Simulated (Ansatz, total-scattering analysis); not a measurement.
## Total scattering from formamide at 320 K

The model: ab initio molecular dynamics with Ansatz (revPBE-D3(BJ), plane waves, PAW default files, Langevin thermostat, no spin, fixed volume, H with the mass of D). The average runs over 0.63 ps of 96 atoms, so shells between rare elements are rough. Mean temperature 307 K, largest m.s.d. 0.97 Å², energy drift -1 meV an atom (last third less first, no steady trend), Langevin friction 10 ps⁻¹; the first quarter of the run is discarded. Start: last frame of a classical run of this cell at the same density and temperature. So short a stretch relaxes bonds and nearest shells but still remembers its start. The density is set to 1.130 g/cm³. Composition: 16 formamide; N 16.7, C 16.7, O 16.7, H 50.0 atom %. Production: 126 frames 0.005 ps apart at 320 K, fixed volume (mean pressure 0.6 GPa).

The totals are in Faber–Ziman form. Below 4 Å⁻¹ the partials are summed on the cell's own reciprocal vectors (from 0.62 Å⁻¹) and folded with a Gaussian of σ = 0.14 Å⁻¹; above it they are transforms of g(r) out to 6.9 Å, tapered over the last 40 %. The fold lowers sharp peaks, and with so few vectors their positions are good to about 0.1 Å⁻¹. X-rays take neutral-atom form factors, neutrons coherent lengths (N 9.36, C 6.6472, O 5.8037, H 6.6681 fm). Hydrogen is taken as deuterium. G(r) = 4πrρ₀[g(r) − 1] carries the resolution of a Lorch-windowed transform up to 20 Å⁻¹. The patterns are simulated, not measured. The cell is small: beyond half the box only the part of each shell inside it is counted, and low-Q values rest on few vectors.

Predict the maxima of S(Q) and G(r), and the first shells.

Density 1.130 g/cm³, ρ₀ = 0.0906 Å⁻³. Mean square displacements over the run: N 0.50, C 0.33, O 0.67, H 0.97 Å² (damped by the Langevin friction of 10 ps⁻¹); the sample is a liquid that moves slowly on the time of the run as far as so short a run tells.

Maxima of S(Q), Q in Å⁻¹ (height): X-ray: 1.74 (2.51), 3.81 (0.86), 6.04 (1.33), 11.23 (1.17), 15.65 (1.06), 20.23 (1.05); neutron: 1.71 (2.04), 3.91 (0.86), 6.82 (1.23), 13.08 (1.05), 19.52 (1.06).

```
Q (Å⁻¹)  X-ray  neutron
   0.80  -0.25     0.27
   1.10  -0.02     0.48
   1.40   0.82     1.06
   1.70   2.47     2.04
   2.00   1.93     1.53
   2.30   1.48     1.27
   2.60   0.69     0.96
   2.90   0.59     0.83
   3.20   0.54     0.83
   3.50   0.62     0.79
   3.80   0.86     0.85
   4.10   0.82     0.85
   4.40   0.71     0.79
   4.70   0.69     0.73
   5.00   0.86     0.73
   5.30   1.11     0.80
   5.60   1.27     0.90
   5.90   1.32     1.01
   6.20   1.32     1.12
   6.50   1.28     1.20
   6.80   1.19     1.23
   7.10   1.07     1.21
   7.40   0.95     1.15
   7.70   0.85     1.08
   8.00   0.77     1.02
   8.30   0.76     0.98
   8.60   0.84     0.97
   8.90   0.93     0.96
   9.20   0.97     0.96
   9.50   0.97     0.97
   9.80   0.98     0.96
  10.10   1.00     0.95
  10.40   1.05     0.94
  10.70   1.11     0.95
  11.00   1.16     0.96
  11.30   1.17     0.96
  11.60   1.14     0.97
  11.90   1.08     0.98
```

Maxima of G(r), r in Å (Å⁻²): X-ray: 1.28 (4.68), 2.28 (0.16), 3.69 (1.59); neutron: 1.06 (2.81), 2.07 (0.39), 4.07 (0.45).

```
pair  first peak (Å)  g there  first minimum (Å)  g there                neighbours                               kind  X-ray weight (f = Z)  neutron weight
 N–H            1.02     37.9               1.32     0.00  2.0 H per N, 0.7 N per H                   within molecules                  0.07            0.21
 C–H            1.10     15.2               1.42     0.00  1.0 H per C, 0.3 C per H                   within molecules                  0.06            0.15
 C–O            1.25     43.0               1.60     0.00  1.0 O per C, 1.0 C per O                   within molecules                  0.17            0.04
 N–C            1.34     34.0               1.72     0.00  1.0 C per N, 1.0 N per C                   within molecules                  0.15            0.07
 H–H            1.75      2.5               2.00     0.12                       0.7                   within molecules                  0.02            0.23
 O–H            2.04      4.2               2.28     0.83  2.4 H per O, 0.8 O per H  57 % within molecules at the peak                  0.08            0.13
 N–O            2.29      9.0               2.54     0.09  1.0 O per N, 1.0 N per O                   within molecules                  0.19            0.06
 O–O            3.76      2.4               4.44     0.91                       4.6                  between molecules                  0.11            0.02
 C–C            4.11      2.3               5.84     0.61                      12.0                  between molecules                  0.06            0.03
```

Distances within molecules give the sharpest pair functions, and with hydrogen they rule the neutron S(Q) at high Q: N–H 1.02 Å, C–H 1.10 Å, C–O 1.25 Å, N–C 1.34 Å, H–H 1.75 Å and N–O 2.29 Å (first peaks only). On the last frame 75 % of the H on O, N or F point at an acceptor of another molecule or at an anion within hydrogen-bond range (2.35 Å to O, N, F; 2.85 Å to Cl, Br, I).

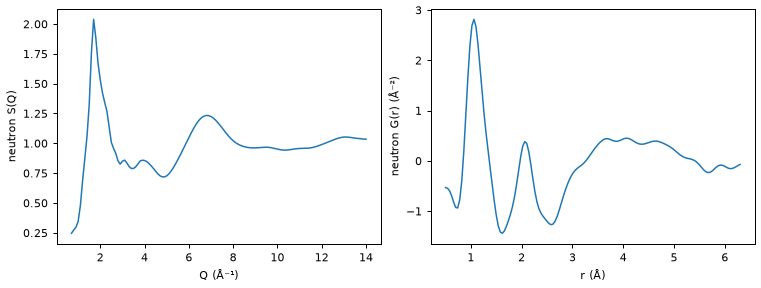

S(Q) and G(r).

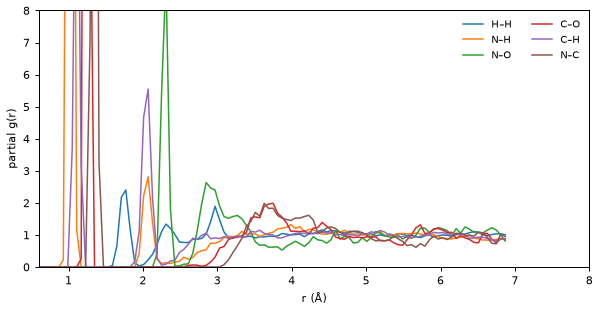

The partial pair functions with most weight.

[Logs are printed without paths, hosts, clocks, repeated set-up lines and the standing remarks that a program may print on its own settings, such as how far it seeks lower states.]
